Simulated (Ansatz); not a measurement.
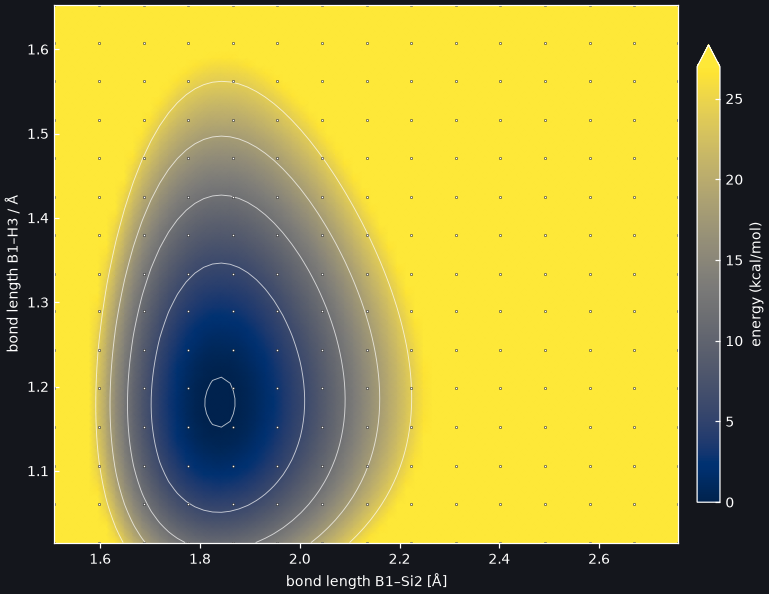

BH₃Si, SMILES B=[SiH2]. First axis: bond length B1–Si2. Second axis: bond length B1–H3. Nothing is relaxed (all other coordinates rigid). Grid: 15 × 15 points. Energies are in kcal/mol, from the lowest grid point. The reference is spin-restricted, which grows unreliable where a bond is stretched far. The calculation used Ansatz, RKS r2SCAN-D4/def2-TZVP.

The picture shows a smooth colour map with a few white contour lines, dots at the grid points, one colour for all values above the top of the scale. Between grid points the surface is interpolated.

Q: Estimate the position of the minimum and the force constants in these coordinates.

A: The interpolated minimum is at bond length B1–Si2 ≈ 1.839 Å, bond length B1–H3 ≈ 1.181 Å. The curvatures there are about 24 eV/Å² and 26 eV/Å², with a cross term of about 0 eV/Å². Round the minimum the two coordinates are nearly uncoupled. (1 eV is 23.1 kcal/mol.)
